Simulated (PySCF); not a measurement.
```yaml
atoms:
  - { symbol: C, position_ang: [-0.3022, -1.8554, 1.0228] }
  - { symbol: C, position_ang: [-0.8154, -0.7874, 0.3544] }
  - { symbol: C, position_ang: [-2.1794, -0.9261, -0.2689] }
  - { symbol: C, position_ang: [-0.1456, 0.4459, 0.2007] }
  - { symbol: Si, position_ang: [-0.8616, 1.8373, -0.8242] }
  - { symbol: C, position_ang: [1.1824, 0.6649, 0.8177] }
  - { symbol: Si, position_ang: [2.5846, -0.0018, -0.3134] }
  - { symbol: H, position_ang: [-0.8552, -2.7747, 1.1065] }
  - { symbol: H, position_ang: [0.6661, -1.8463, 1.4880] }
  - { symbol: H, position_ang: [-2.1108, -0.8566, -1.3531] }
  - { symbol: H, position_ang: [-2.6253, -1.8844, -0.0143] }
  - { symbol: H, position_ang: [-2.8418, -0.1344, 0.0756] }
  - { symbol: H, position_ang: [-2.0640, 2.4010, -0.1919] }
  - { symbol: H, position_ang: [0.1474, 2.8970, -0.9226] }
  - { symbol: H, position_ang: [-1.2128, 1.4019, -2.1816] }
  - { symbol: H, position_ang: [1.2617, 0.1784, 1.7904] }
  - { symbol: H, position_ang: [1.3613, 1.7298, 0.9679] }
  - { symbol: H, position_ang: [2.3730, -1.4257, -0.5685] }
  - { symbol: H, position_ang: [3.8584, 0.2029, 0.3823] }
  - { symbol: H, position_ang: [2.5738, 0.7443, -1.5710] }
```

Geometry: GFN2-xTB.

Level of theory: UKS B3LYP, pcH-1 on C H Si, non-relativistic, mean-field spin-orbit, GIAO (PySCF 2.14.0, density-fitted response routines).

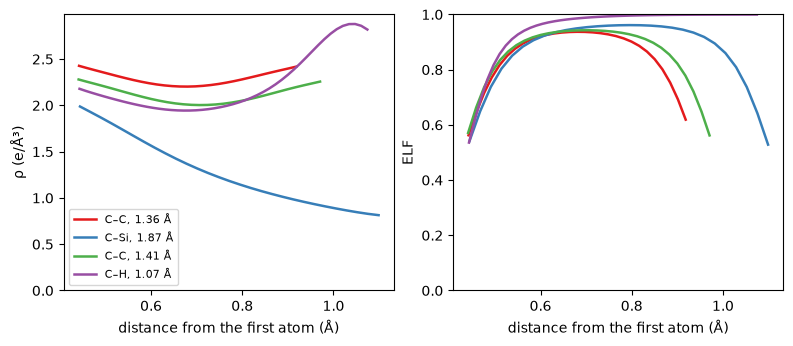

C$_{5}$H$_{13}$Si$_{2}$ (SMILES C=C(C)[C]([SiH3])C[SiH3]) (doublet). Electron density and electron localisation function along straight lines between neighbouring atoms. The curves leave out the atomic cores.

**What can be read from the curves?**

C–C (1.36 Å): the density is about 2.2 e/Å³ at the midpoint; the ELF peaks at about 0.95 between the atoms; localised, covalent bonding.
C–Si (1.87 Å): ρ is about 0.96 e/Å³ halfway; the ELF peaks at about 0.95 between the atoms: a shared electron pair.
C–C (1.41 Å): ρ is about 2 e/Å³ halfway; the ELF peaks at about 0.95 between the atoms; a covalent bond.
C–H (1.07 Å): the density is about 2 e/Å³ at the midpoint; the ELF climbs to about 1 towards the hydrogen, as it does in any bond to H: a covalent bond by its length.
